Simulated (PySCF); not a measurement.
## Electronic structure of C5H11OSi (doublet) in real space

Input

```
{"job": {"kind": "epr", "basis": "pcH-1"}, "charge": 0, "multiplicity": 2}
C     -0.758718    -2.435566     0.428264
C     -0.701840    -1.074533     0.262245
C     -1.686430    -0.376796    -0.419988
C     -1.685475     1.089354    -0.637427
C      0.478927    -0.318627     0.828868
O      1.202246     0.292177    -0.202544
Si     2.485298     1.269965    -0.127710
H      0.009393    -2.973714     0.951720
H     -1.583813    -3.005181     0.040463
H     -2.498787    -0.945401    -0.847507
H     -2.642349     1.426508    -1.027867
H     -0.902779     1.367891    -1.346649
H     -1.469541     1.625125     0.288157
H      0.130572     0.447928     1.535224
H      1.132496    -1.005939     1.378322
H      2.621571     1.576957    -1.541395
H      3.653331     0.594891     0.446725
H      2.207139     2.451279     0.699465
```

Launched as:

```sh
OMP_NUM_THREADS=1 python probes_run.py task.json out
```

Geometry: GFN2-xTB.

The calculation used PySCF 2.14.0, density-fitted response routines, UKS B3LYP, pcH-1 on C H O Si, non-relativistic, mean-field spin-orbit, GIAO.

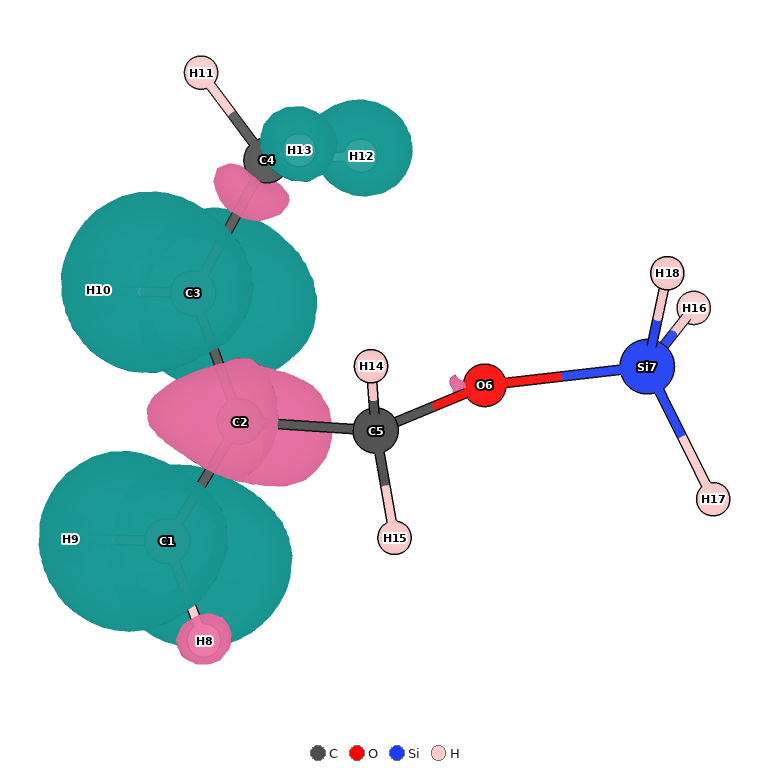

Figure 1. Isosurfaces of the spin density (α minus β) at +0.02 (teal) and −0.02 e/Å³ (pink), seen at a tilt.

Question: Which atoms carry the spin?

Answer: The unpaired spin (1 electron) lies mostly on C3 (about 0.4) and C1 (about 0.4), in electrons by Hirshfeld's partition.

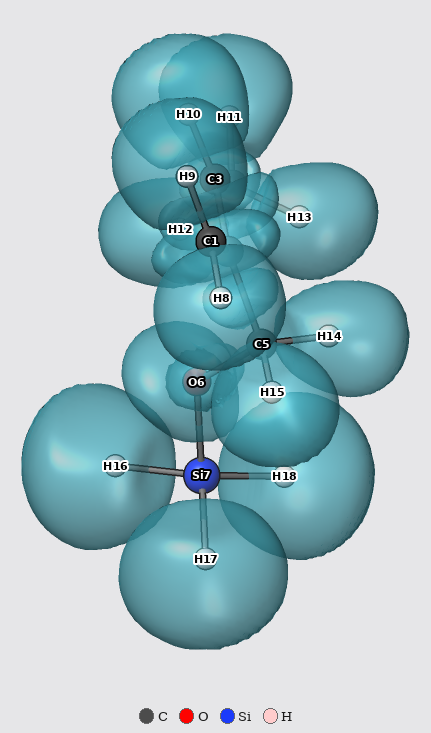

Figure 2. Isosurface of the electron localisation function at 0.75 (cyan), seen at an oblique angle. Core shells and regions of very low density are left out.

Question: Identify the bonds, lone pairs and shells in this picture.

Answer: At this value the surface marks out four regions between bonded C–C atoms (shared pairs), eleven regions around hydrogen nuclei and one region on O in which the atom's valence shell and bonds are merged.


C–C (1.37 Å): the ELF peaks at about 0.95 between the atoms: a covalent bond. C–O (1.40 Å): the ELF peaks at about 0.90 between the atoms: a shared but strongly polarised pair.

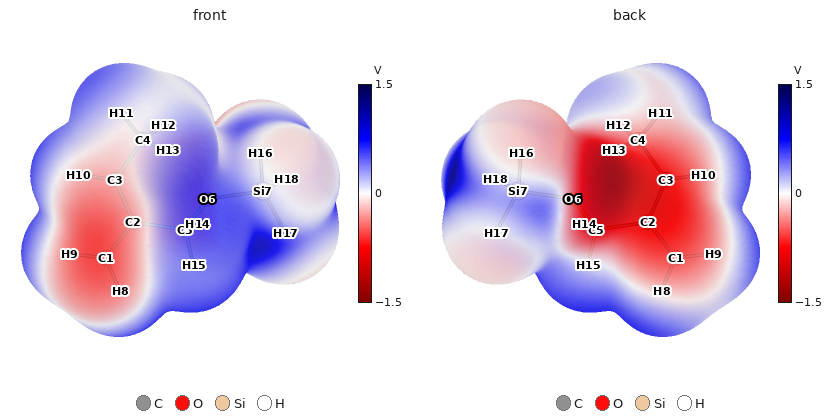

Figure 3. The molecular electrostatic potential painted on the density surface at 0.001 e/bohr³, seen from the front and from behind; the colour scale runs from red (negative) to blue (positive).

Question: Which sites attract a positive test charge, and which a negative one?

Answer: A positive charge is drawn to the negative regions and a negative charge to the positive ones. The most negative region (about −1.2 V) lies over O6, the most positive (about +1.1 V) over Si7. O6 is the likeliest acceptor of a hydrogen bond.
